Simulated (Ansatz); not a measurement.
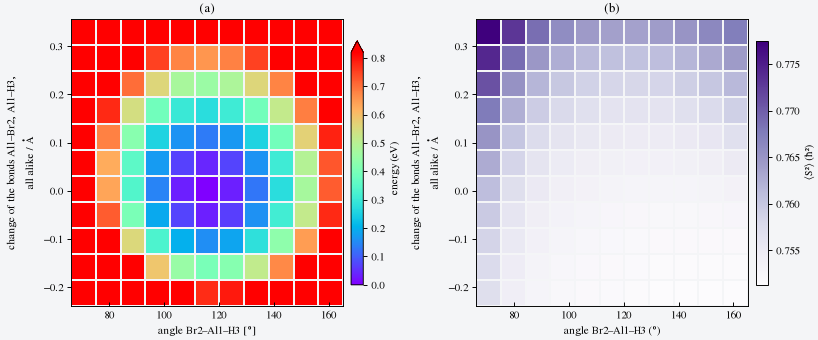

AlBrH, SMILES [AlH][Br], spin multiplicity 2. 
- First axis: angle Br2–Al1–H3. Second axis: change of the bonds Al1–Br2, Al1–H3, all alike.
- Nothing is relaxed (all other coordinates rigid).
- The scan uses an 11 × 11 grid.
- Points are written as (first, second).
- Energies are in eV, from the lowest grid point.
- Theory: UKS wB97X-V/def2-TZVP (Ansatz).

Panel (a) is the energy; panel (b) is the computed ⟨S²⟩, in ħ².

Drawn: one coloured cell a grid point, one colour for all values above the top of the scale.

Question: How does the ⟨S²⟩ vary over the map, and what is it at the lowest grid point?

Answer: Leaving out the highest fifth of the energies, it runs from 0.75 ħ² at (133.7°, −0.213 Å) to 0.77 ħ² at (97.7°, 0.329 Å). At the lowest grid point, (115.7°, 0.004 Å), it is 0.75 ħ².

| second ↓, first → | 70.7 | 79.7 | 88.7 | 97.7 | 106.7 | 115.7 | 124.7 | 133.7 | 142.7 | 151.7 | 160.7 |
| --- | --- | --- | --- | --- | --- | --- | --- | --- | --- | --- | --- |
| 0.329 | 0.78 | 0.77 | 0.77 | 0.77 | 0.76 | 0.76 | 0.76 | 0.76 | 0.77 | 0.77 | 0.77 |
| 0.275 | 0.77 | 0.77 | 0.76 | 0.76 | 0.76 | 0.76 | 0.76 | 0.76 | 0.76 | 0.76 | 0.76 |
| 0.221 | 0.77 | 0.77 | 0.76 | 0.76 | 0.76 | 0.76 | 0.76 | 0.76 | 0.76 | 0.76 | 0.76 |
| 0.166 | 0.77 | 0.76 | 0.76 | 0.76 | 0.76 | 0.76 | 0.76 | 0.76 | 0.76 | 0.76 | 0.76 |
| 0.112 | 0.77 | 0.76 | 0.76 | 0.76 | 0.76 | 0.76 | 0.75 | 0.75 | 0.76 | 0.76 | 0.76 |
| 0.058 | 0.76 | 0.76 | 0.76 | 0.76 | 0.75 | 0.75 | 0.75 | 0.75 | 0.75 | 0.75 | 0.76 |
| 0.004 | 0.76 | 0.76 | 0.76 | 0.75 | 0.75 | 0.75 | 0.75 | 0.75 | 0.75 | 0.75 | 0.75 |
| −0.050 | 0.76 | 0.76 | 0.75 | 0.75 | 0.75 | 0.75 | 0.75 | 0.75 | 0.75 | 0.75 | 0.75 |
| −0.104 | 0.76 | 0.76 | 0.75 | 0.75 | 0.75 | 0.75 | 0.75 | 0.75 | 0.75 | 0.75 | 0.75 |
| −0.159 | 0.76 | 0.75 | 0.75 | 0.75 | 0.75 | 0.75 | 0.75 | 0.75 | 0.75 | 0.75 | 0.75 |
| −0.213 | 0.76 | 0.75 | 0.75 | 0.75 | 0.75 | 0.75 | 0.75 | 0.75 | 0.75 | 0.75 | 0.75 |
